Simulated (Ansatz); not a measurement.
Cost and result by functional for the surface energy of the (21-31) surface of hcp Cd in its 1x1 cell, outermost plane spacing 0.16 Å in the ideal cut, in Ansatz (plane waves, PAW). Single points on the PBE structure, on one kind of machine; costs are rough ratios of the slab run's core time (references not counted) to the cheapest single point. r2SCAN's cost holds its higher cutoff (500 against 420 eV). Differences are taken against r2SCAN for comparison alone: no measured value is at hand, so the table doesn't rank accuracy.

Slab: 22 atoms, 10.0 Å thick at the start (thin: gaps and levels are the slab's own); k 7x6x1, smearing 0.1 eV, dipole-corrected; all atoms relaxed; held to the start's symmetry, so lower structures may exist; no spin, no spin-orbit, no U. These notes are the PBE run's.

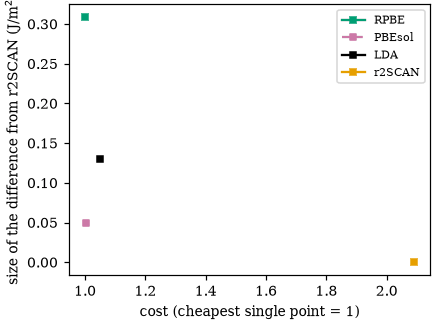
Figure: Difference from r2SCAN against cost

```csv
functional,relative cost,surface energy (J/m²),less r2SCAN (J/m²)
RPBE,1,0.31,-0.31
PBEsol,1,0.67,0.05
LDA,1,0.75,0.13
r2SCAN,2,0.62,0.00
PBE (the relaxed run's value),–,0.46,-0.16
```

The values span 0.44 J/m², while the single points' costs differ by a factor of roughly 2. Differences are of unrounded values.

Ansatz is a quantum-chemistry and plane-wave program.
